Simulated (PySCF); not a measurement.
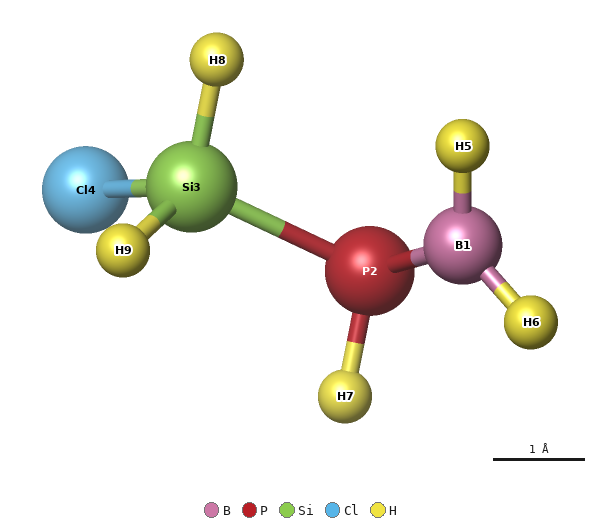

**Figure 1.** The structure as given in the input (ball-and-stick view, seen at a tilt; atoms are numbered from 1 in the order of the input).

## BSiPH5Cl: one change and its effect

System: BSiPH5Cl.
Method of the first run: GIAO WP04/pcSseg-2 NMR shielding, non-relativistic, gas phase (PySCF 2.14.0).

The geometry comes from this level: PBE0-D3(BJ)/def2-SVP. Text and figures count atoms from 1; the logs count them from 0 in places.

## The input, the first run
```
{"job": {"kind": "nmr", "xc": "WP04", "basis": "pcSseg-2", "pop": false}, "charge": 0, "multiplicity": 1}
B      0.895426     0.017236    -0.877946
P      2.294959    -0.701529    -1.858047
Si     4.148518     0.040755    -0.860122
Cl     5.791549    -0.883731    -1.709294
H      0.948597    -0.038021     0.326596
H     -0.097954     0.403178    -1.440759
H      2.295299    -0.058135    -3.122942
H      4.040279    -0.346322     0.572475
H      4.353928     1.508488    -1.002562
```

The first line tells a small driver script what to run in PySCF; the rest is the geometry in Å.

Hardware: 1 CPU thread, shared host.

## Output (the first run)
```
coarse grid: 9064 points
cycle   1  E = -1130.8399358334  dE =  3.577e-03  |g| = 4.700e-01  |ddm| = 2.185e+00
cycle   2  E = -1130.8206065257  dE =  1.933e-02  |g| = 5.352e-01  |ddm| = 9.108e-01
cycle   3  E = -1130.8884503987  dE = -6.784e-02  |g| = 8.412e-02  |ddm| = 5.490e-01
cycle   4  E = -1130.8901046022  dE = -1.654e-03  |g| = 2.318e-02  |ddm| = 9.648e-02
cycle   5  E = -1130.8902423050  dE = -1.377e-04  |g| = 6.966e-03  |ddm| = 2.840e-02
cycle   6  E = -1130.8902564097  dE = -1.410e-05  |g| = 2.977e-03  |ddm| = 9.269e-03
cycle   7  E = -1130.8902592390  dE = -2.829e-06  |g| = 3.464e-04  |ddm| = 2.984e-03
final grid: 73672 points
cycle   8  E = -1130.9050144817  dE = -4.848e-05  |g| = 3.334e-03  |ddm| = 2.035e-02
cycle   9  E = -1130.9050138870  dE =  5.947e-07  |g| = 3.012e-03  |ddm| = 5.121e-03
cycle  10  E = -1130.9050163448  dE = -2.458e-06  |g| = 9.463e-04  |ddm| = 3.542e-03
cycle  11  E = -1130.9050166166  dE = -2.718e-07  |g| = 2.169e-04  |ddm| = 1.126e-03
cycle  12  E = -1130.9050166290  dE = -1.241e-08  |g| = 8.389e-05  |ddm| = 2.834e-04
cycle  13  E = -1130.9050166309  dE = -1.852e-09  |g| = 1.643e-05  |ddm| = 8.750e-05
cycle  14  E = -1130.9050166310  dE = -7.776e-11  |g| = 5.178e-06  |ddm| = 2.033e-05
converged SCF energy = -1130.9050166310

GIAO shielding tensors (ppm)
atom      isotropic    diamagn.    paramagn.     s11        s22        s33       span
  0 B       10.772     198.421    -187.649    -91.434     -6.993    130.744    222.179
  1 P      394.576     973.167    -578.591    270.244    422.718    490.767    220.523
  2 Si     337.946     877.241    -539.295    277.346    346.999    389.494    112.149
  3 Cl     944.225    1148.632    -204.407    875.677    930.307   1026.691    151.014
  4 H       24.428      34.019      -9.591     16.115     27.501     29.667     13.553
  5 H       24.288      32.427      -8.140     16.713     27.338     28.812     12.098
  6 H       28.253      29.821      -1.567     23.991     27.354     33.415      9.424
  7 H       26.595      29.981      -3.386     22.829     25.344     31.612      8.783
  8 H       26.523      27.677      -1.155     22.250     25.846     31.472      9.223
```

For the second run the input was changed thus:
```diff
-"xc": "WP04"
+"xc": "BHandHLYP"
```

What does this change do to the results?

The total energies belong to different methods, so their difference says nothing on which is more stable or more accurate. The HOMO goes from −8.72 to −8.59 eV. The LUMO goes from −3.81 to −1.10 eV. The dipole moment goes from 1.31 to 1.48 D. Of all shieldings, the largest change is that of P2, by +31.4 ppm. The functional changes from WP04 to BHandHLYP. Exact exchange removes part of the self-interaction error of semilocal functionals, which pushes filled and empty levels apart. The SCF takes 11 iterations against 14.

## Output (the second run)
```
coarse grid: 9064 points
cycle   1  E = -1118.9459370268  dE =  6.820e-02  |g| = 3.000e-01  |ddm| = 2.092e+00
cycle   2  E = -1118.9609642638  dE = -1.503e-02  |g| = 2.423e-01  |ddm| = 5.052e-01
cycle   3  E = -1118.9754894521  dE = -1.453e-02  |g| = 3.185e-02  |ddm| = 2.510e-01
cycle   4  E = -1118.9757846569  dE = -2.952e-04  |g| = 7.827e-03  |ddm| = 3.639e-02
cycle   5  E = -1118.9758047279  dE = -2.007e-05  |g| = 3.291e-03  |ddm| = 1.218e-02
cycle   6  E = -1118.9758081523  dE = -3.424e-06  |g| = 7.147e-04  |ddm| = 3.817e-03
final grid: 73672 points
cycle   7  E = -1118.9828010149  dE = -1.057e-05  |g| = 1.643e-03  |ddm| = 1.010e-02
cycle   8  E = -1118.9828011932  dE = -1.782e-07  |g| = 1.253e-03  |ddm| = 2.437e-03
cycle   9  E = -1118.9828015657  dE = -3.726e-07  |g| = 1.422e-04  |ddm| = 1.211e-03
cycle  10  E = -1118.9828015711  dE = -5.403e-09  |g| = 4.400e-05  |ddm| = 1.550e-04
cycle  11  E = -1118.9828015717  dE = -5.671e-10  |g| = 1.144e-05  |ddm| = 5.685e-05
converged SCF energy = -1118.9828015717

GIAO shielding tensors (ppm)
atom      isotropic    diamagn.    paramagn.     s11        s22        s33       span
  0 B       16.783     196.144    -179.361    -87.713     -3.881    141.943    229.655
  1 P      425.953     969.441    -543.487    269.749    464.712    543.399    273.651
  2 Si     361.230     873.735    -512.505    304.664    367.062    411.964    107.300
  3 Cl     971.837    1145.153    -173.316    911.256    970.878   1033.377    122.121
  4 H       23.515      32.540      -9.026     14.704     26.779     29.061     14.358
  5 H       23.385      31.363      -7.978     15.353     26.584     28.218     12.865
  6 H       27.678      29.598      -1.920     23.333     26.617     33.083      9.749
  7 H       26.006      28.947      -2.941     22.128     24.677     31.212      9.084
  8 H       26.033      27.121      -1.088     21.653     25.327     31.120      9.467
```

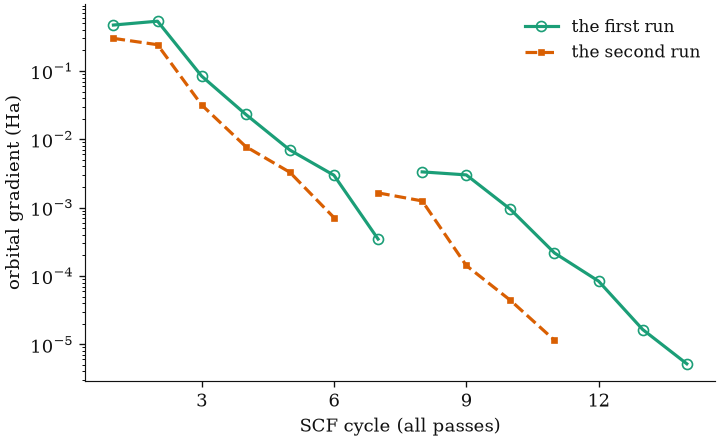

**Figure 2.** Convergence of the two runs: orbital gradient against the SCF cycle. A break in a curve parts two SCF passes (coarse and final grid). The first run takes 14 cycles in all, and the second run takes 11.

## The two runs side by side

```tsv
quantity	the first run	the second run
outcome	converged	converged
total energy (hartree)	−1130.905017	−1118.982802
HOMO (eV)	−8.72	−8.59
LUMO (eV)	−3.81	−1.10
dipole moment (D)	1.31	1.48
shielding of B1 (ppm)	10.8	16.8
shielding of P2 (ppm)	394.6	426.0
shielding of Si3 (ppm)	337.9	361.2
shielding of Cl4 (ppm)	944.2	971.8
shielding of H5 (ppm)	24.4	23.5
shielding of H6 (ppm)	24.3	23.4
shielding of H8 (ppm)	26.6	26.0
SCF iterations	14	11
basis functions	235	235
wall time (shared host)	19 s	17 s
```
